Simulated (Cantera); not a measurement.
Input: 1 mol n-butane, 1.5 mol H₂O, 13 mol H₂, equilibrated at 2.10 mbar.

Method: chemical equilibrium by Gibbs-energy minimisation in Cantera with the NASA 1993 tables (ideal gas, pure condensed phases). Candidate condensed phases: C, C₆H₆, C₇H₈, C₈H₁₈, H₂O; 110 gas species. Equilibrium is a limit: real reactors are often held back by kinetics, nucleation or transport.

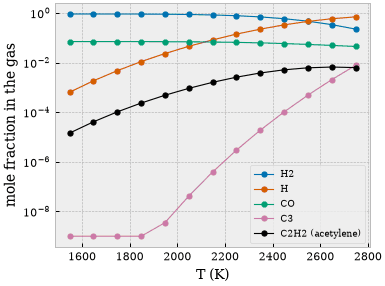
Figure. Equilibrium gas composition (values under 1e-9 drawn at 1e-9)

From 1548 K to 2748 K the condensed part is C(graphite). The main C-bearing gas is CO throughout.
